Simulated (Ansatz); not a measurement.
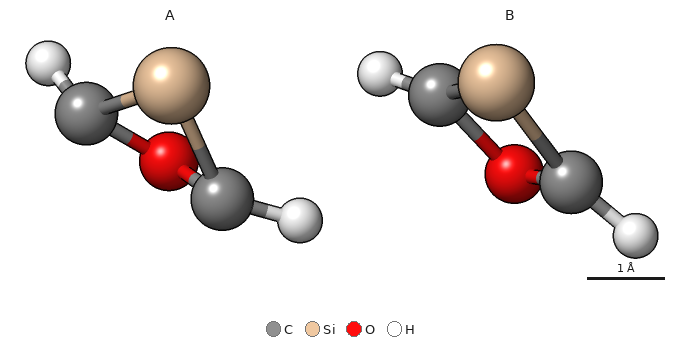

Two geometries of C2H2OSi, drawn at one scale. One is the start of a relaxation, the other its converged end. A ball-and-stick model, seen from a free direction.

These are results of RKS PBE0-D4/def2-TZVP (Ansatz), not measurements. (force threshold 0.005 eV/Å; at most 200 steps)

> Which geometry has the lower energy?

Structure B is the relaxed one. The atom that moves furthest after the best rigid fit is a C atom (0.30 Å). By element the largest moves are C 0.30 Å, Si 0.26 Å, H 0.21 Å, O 0.20 Å. Among the contacts that change: O–Si 2.239 → 2.568 Å, C–O 1.355 → 1.567 Å, C–Si 1.883 → 2.054 Å, C–Si 1.881 → 1.768 Å. Among the angles between lasting bonds that change: Si–C–H 131.6° → 149.4°, Si–C–H 131.1° → 147.3°, Si–C–O 85.9° → 100.5°. After 25 accepted moves (29 points after the start) the energy has fallen by 15.4 kcal/mol. The largest force component goes from 0.99 to 0.0034 eV/Å. The line search rejected the trial steps at points 5, 10, 19, 28 of the run. The run took 76 s on 2 threads of Arm Neoverse V1, on a shared host.
